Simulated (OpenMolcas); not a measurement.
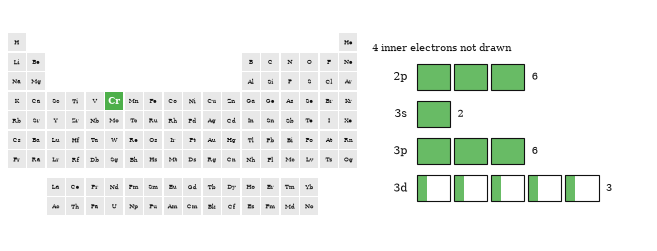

Left, the place of chromium in the periodic table; right, the outer shells of the leading configuration of the lowest level: a box for each of the 2l + 1 orbitals, shaded by the share of the shell that is filled, with the electron count at the right.

# Multiconfigurational calculation for Cr³⁺ complex (part 1 of 2)

Cr³⁺ with 4 ligands (Br; tetrahedron, 2.45 Å), neutralised by 4 outer point charges of +0.25 e, whose field is part of the energies. Computed at this level: state-averaged CASSCF, active space 3 electrons in the shell 3d, basis ANO-RCC-VDZP on the metal and ANO-RCC-VDZP on the ligands, DKH2 scalar Hamiltonian, spin-orbit coupling by RASSI with atomic mean-field integrals (OpenMolcas).

### The input
```
&GATEWAY
Coord
5

Cr 0.0 0.0 0.0
Br 1.414508 1.414508 1.414508
Br 1.414508 -1.414508 -1.414508
Br -1.414508 1.414508 -1.414508
Br -1.414508 -1.414508 1.414508
Basis=Cr.ANO-RCC-VDZP,Br.ANO-RCC-VDZP
Group=NoSym
NoMove
AngMom=0.0 0.0 0.0
AMFI
RICD
XField
4 Angstrom 0
2.915619 2.915619 2.915619 0.250000
2.915619 -2.915619 -2.915619 0.250000
-2.915619 2.915619 -2.915619 0.250000
-2.915619 -2.915619 2.915619 0.250000
&SEWARD
&RASSCF
FileOrb=start.orb
Symmetry=1
Spin=4
nActEl=3 0 0
Inactive=81
Ras2=5
CIRoot=10 10 1
SDav=10
CIMx=300
Iter=150 100
PrWF=0.3
OrbListing=Nothing
MaxOrb=0
LevShft=1.0
>>> COPY $Project.JobIph JOB001
&RASSCF
FileOrb=start.orb
Symmetry=1
Spin=2
nActEl=3 0 0
Inactive=81
Ras2=5
CIRoot=40 40 1
SDav=40
CIMx=300
Iter=150 100
PrWF=0.3
OrbListing=Nothing
MaxOrb=0
LevShft=1.0
>>> COPY $Project.JobIph JOB002
&RASSI
NrOfJobIphs=2 10 40
1 2 3 4 5 6 7 8 9 10
1 2 3 4 5 6 7 8 9 10 11 12 13 14 15 16 17 18 19 20 21 22 23 24 25 26 27
28 29 30 31 32 33 34 35 36 37 38 39 40
IphNames
JOB001
JOB002
EJob
SpinOrbit
DIPRint=1.0
SOCoupling=1000.0
Subsets=2
Property=9
'ANGMOM' 1 'ANGMOM' 2 'ANGMOM' 3 'MLTPL  1' 1 'MLTPL  1' 2 'MLTPL  1' 3
'AMFI' 1 'AMFI' 2 'AMFI' 3
SOProperty=3
'ANGMOM' 1 'ANGMOM' 2 'ANGMOM' 3
```

The file start.orb holds starting orbitals from an earlier step. A driver script formed the levels outside the program, from RASSI's spin-orbit matrix and the active-space energies, averaged over the components of each term or state.

Command:
```bash
OMP_NUM_THREADS=1 MOLCAS_MEM=2457 MOLCAS_PROJECT=a pymolcas a.inp > a.log  # once for each step of the input, in one work folder
```

### The program's output (extracts)
```
--- SEWARD ---
Basis set label: CR.ANO-RCC...5S4P2D1F.

      Electronic valence basis set:
      ------------------
      Associated Effective Charge  24.000000 au
      Associated Actual Charge     24.000000 au
      Nuclear Model: Point charge

      Shell  nPrim  nBasis  Cartesian Spherical Contaminant
         s      21       5        X
         p      15       4        X
         d      10       2                 X
         f       6       1                 X
                  Relativistic Douglas-Kroll-Hess integrals:
                    - DKH order of Hamiltonian: 2
                    - DKH order of Properties : 0
                  Atomic mean-field integrals
--- RASSCF ---
Wave function specifications:
      -----------------------------

      Number of closed shell electrons         162
      Number of electrons in active shells       3
      Max number of holes in RAS1 space          0
      Max nr of electrons in RAS3 space          0
      Number of inactive orbitals               81
      Number of active orbitals                  5
      Number of secondary orbitals              56
      Spin quantum number                      1.5
      State symmetry                             1
Orbital specifications:
      -----------------------

      Symmetry species                           1
                                                 a
      Frozen orbitals                            0
      Inactive orbitals                         81
      Active orbitals                            5
      RAS1 orbitals                              0
      RAS2 orbitals                              5
      RAS3 orbitals                              0
      Secondary orbitals                        56
      Deleted orbitals                           0
      Number of basis functions                142
      Number of CSFs                            10
      Number of root(s) required                10
      Iter CI   SX   CI       RASSCF       Energy    max ROT     max BLB   max BLB  Level Ln srch  Step   QN
          iter iter root      energy       change     param      element    value   shift minimum  type update
 Nr of preliminary CI iterations:   1
      Total energies have been shifted. Add               -11000.00 au
        1   1   16    0  -466.60992754    0.00E+00  -1.08E-01*   7 104 1 -3.22E-01*  1.31   0.00    SX    NO
        2   1   16    0  -467.08193212   -4.72E-01* -3.28E-02    9 106 1  5.99E-02*  0.99   0.00    SX    NO
        3   1   15    0  -467.21544489   -1.34E-01* -2.33E-02    9 106 1  4.91E-02*  0.84   0.00    SX    NO
        4   1   15    0  -467.25596525   -4.05E-02*  1.41E-02    8 105 1  2.22E-02*  0.76   0.00    SX    NO
        5   1   15    0  -467.26842010   -1.25E-02*  1.38E-02   52  83 1  1.17E-02*  0.74   2.13    LS   YES
        6   1   14    0  -467.27338145   -4.96E-03*  8.86E-03   86  95 1 -7.81E-03*  0.71   1.15    QN   YES
        7   1   13    0  -467.27474429   -1.36E-03*  4.58E-03    7 104 1 -7.91E-03*  0.71   1.53    LS   YES
        8   1   13    0  -467.27493088   -1.87E-04* -1.19E-03    7 104 1 -9.79E-03*  0.71   1.03    QN   YES
        9   1   13    0  -467.27514135   -2.10E-04*  6.10E-04    8 105 1  1.59E-03*  0.71   1.30    QN   YES
       10   1   11    0  -467.27519590   -5.46E-05* -5.64E-04    7 104 1  1.58E-03*  0.71   1.34    QN   YES
       11   1   11    0  -467.27520977   -1.39E-05* -2.35E-04    8 105 1  6.48E-04*  0.71   1.44    QN   YES
       12   1   10    0  -467.27521313   -3.37E-06* -1.04E-04   67 134 1  1.58E-04*  0.71   1.44    LS   YES
       13   1   10    0  -467.27521313    2.54E-09  -4.55E-05    9 106 1 -3.71E-04*  0.71   0.44    QN   YES
       14   1    9    0  -467.27521352   -3.91E-07*  7.31E-05    7 104 1 -1.92E-04*  0.71   1.67    QN   YES
       15   1    7    0  -467.27521375   -2.31E-07*  3.45E-05   22  84 1  2.41E-05   0.71   1.18    QN   YES
       16   1    7    0  -467.27521377   -1.97E-08*  5.17E-05    7 104 1  2.26E-05   0.71   2.50    LS   YES
       17   1    7    0  -467.27521378   -2.55E-09   1.86E-05    9 106 1  3.43E-05   0.71   0.56    QN   YES
      Convergence after 17 iterations
       18   1    7    0  -467.27521378   -8.50E-09   1.86E-05    8 105 1  7.36E-06   0.71   0.56    QN   YES
      Natural orbitals and occupation numbers for root  1
      sym 1:   0.988691   0.011309   0.011309   1.000000   0.988691
      Natural orbitals and occupation numbers for root  2
      sym 1:   0.047535   0.952465   1.000000   0.047535   0.952465
      Natural orbitals and occupation numbers for root  3
      sym 1:   0.017745   0.017745   1.000000   0.982255   0.982255
::    RASSCF root number  1 Total energy: -11467.30919860
::    RASSCF root number  2 Total energy: -11467.30919859
::    RASSCF root number  3 Total energy: -11467.30919859
::    RASSCF root number  4 Total energy: -11467.29089296
::    RASSCF root number  5 Total energy: -11467.29089296
::    RASSCF root number  6 Total energy: -11467.29089296
::    RASSCF root number  7 Total energy: -11467.26912791
::    RASSCF root number  8 Total energy: -11467.22757842
::    RASSCF root number  9 Total energy: -11467.22757842
::    RASSCF root number 10 Total energy: -11467.22757842
--- RASSCF ---
Wave function specifications:
      -----------------------------

      Number of closed shell electrons         162
      Number of electrons in active shells       3
      Max number of holes in RAS1 space          0
      Max nr of electrons in RAS3 space          0
      Number of inactive orbitals               81
      Number of active orbitals                  5
      Number of secondary orbitals              56
      Spin quantum number                      0.5
      State symmetry                             1
Orbital specifications:
      -----------------------

      Symmetry species                           1
                                                 a
      Frozen orbitals                            0
      Inactive orbitals                         81
      Active orbitals                            5
      RAS1 orbitals                              0
      RAS2 orbitals                              5
      RAS3 orbitals                              0
      Secondary orbitals                        56
      Deleted orbitals                           0
      Number of basis functions                142
      Number of CSFs                            40
      Number of root(s) required                40
      Iter CI   SX   CI       RASSCF       Energy    max ROT     max BLB   max BLB  Level Ln srch  Step   QN
          iter iter root      energy       change     param      element    value   shift minimum  type update
 Nr of preliminary CI iterations:   1
      Total energies have been shifted. Add               -11000.00 au
        1   1    9    0  -467.17769203    0.00E+00  -1.21E-02   86  95 1 -1.36E-02*  0.75   0.00    SX    NO
        2   1    9    0  -467.17920024   -1.51E-03*  4.69E-03   72  83 1 -7.18E-03*  0.76   0.00    SX    NO
        3   1    9    0  -467.17970041   -5.00E-04*  3.07E-03   72  83 1 -4.09E-03*  0.76   0.00    SX    NO
        4   1    9    0  -467.17989991   -1.99E-04* -2.09E-03   72  83 1 -3.17E-03*  0.76   0.00    SX    NO
        5   1    8    0  -467.17998676   -8.69E-05* -3.08E-03   72  83 1 -2.09E-03*  0.76   2.50    LS   YES
        6   1    8    0  -467.18005121   -6.44E-05* -1.26E-03   42 103 1  1.38E-03*  0.75   1.35    QN   YES
        7   1    7    0  -467.18006163   -1.04E-05*  4.08E-04   70  87 1 -6.09E-04*  0.75   1.06    QN   YES
        8   1    7    0  -467.18006330   -1.67E-06*  6.11E-04   70  87 1 -4.00E-04*  0.75   2.50    LS   YES
        9   1    7    0  -467.18006289    4.09E-07*  2.62E-04   42 103 1  5.26E-04*  0.75   0.39    LS   YES
       10   1    7    0  -467.18006356   -6.72E-07*  2.22E-04   42 103 1  3.50E-04*  0.75   1.23    QN   YES
       11   1    6    0  -467.18006403   -4.69E-07*  3.32E-04   70  87 1 -9.45E-05   0.75   2.50    LS   YES
       12   1    7    0  -467.18006348    5.47E-07*  1.95E-04   42 103 1 -5.48E-04*  0.75   0.16    LS   YES
       13   1    6    0  -467.18006408   -5.93E-07*  1.04E-04   42 103 1 -2.32E-04*  0.75   1.20    QN   YES
       14   1    6    0  -467.18006409   -1.56E-08*  4.15E-05   70 103 1 -4.12E-05   0.75   0.38    QN   YES
       15   1    5    0  -467.18006410   -7.57E-09   6.23E-05   75  86 1  2.68E-05   0.75   2.50    LS   YES
      Convergence after 15 iterations
       16   1    5    0  -467.18006410   -4.51E-09   6.23E-05   42 103 1  7.64E-05   0.75   2.50    LS   YES
      Natural orbitals and occupation numbers for root  1
      sym 1:   0.105806   0.062472   0.111690   0.964012   1.756020
      Natural orbitals and occupation numbers for root  2
      sym 1:   0.074955   0.124173   0.080839   1.756020   0.964012
      Natural orbitals and occupation numbers for root  3
      sym 1:   0.151978   0.884357   0.124424   0.876858   0.962382
::    RASSCF root number  1 Total energy: -11467.24607953
::    RASSCF root number  2 Total energy: -11467.24607953
::    RASSCF root number  3 Total energy: -11467.23520295
::    RASSCF root number  4 Total energy: -11467.23520295
::    RASSCF root number  5 Total energy: -11467.23520295
::    RASSCF root number  6 Total energy: -11467.23272225
::    RASSCF root number  7 Total energy: -11467.23272225
::    RASSCF root number  8 Total energy: -11467.23272225
::    RASSCF root number  9 Total energy: -11467.22612766
::    RASSCF root number 10 Total energy: -11467.21366730
::    RASSCF root number 11 Total energy: -11467.21366730
::    RASSCF root number 12 Total energy: -11467.21366730
::    RASSCF root number 13 Total energy: -11467.20674775
::    RASSCF root number 14 Total energy: -11467.20674775
::    RASSCF root number 15 Total energy: -11467.20674775
::    RASSCF root number 16 Total energy: -11467.20615929
::    RASSCF root number 17 Total energy: -11467.20615929
::    RASSCF root number 18 Total energy: -11467.20615929
::    RASSCF root number 19 Total energy: -11467.20220824
::    RASSCF root number 20 Total energy: -11467.20220824
::    RASSCF root number 21 Total energy: -11467.19135764
::    RASSCF root number 22 Total energy: -11467.19135764
::    RASSCF root number 23 Total energy: -11467.19135764
::    RASSCF root number 24 Total energy: -11467.19043857
::    RASSCF root number 25 Total energy: -11467.19043857
::    RASSCF root number 26 Total energy: -11467.19043857
::    RASSCF root number 27 Total energy: -11467.19000589
::    RASSCF root number 28 Total energy: -11467.19000589
::    RASSCF root number 29 Total energy: -11467.14249993
::    RASSCF root number 30 Total energy: -11467.14249993
```

(Continued in part 2.) Outcome of the run: converged.
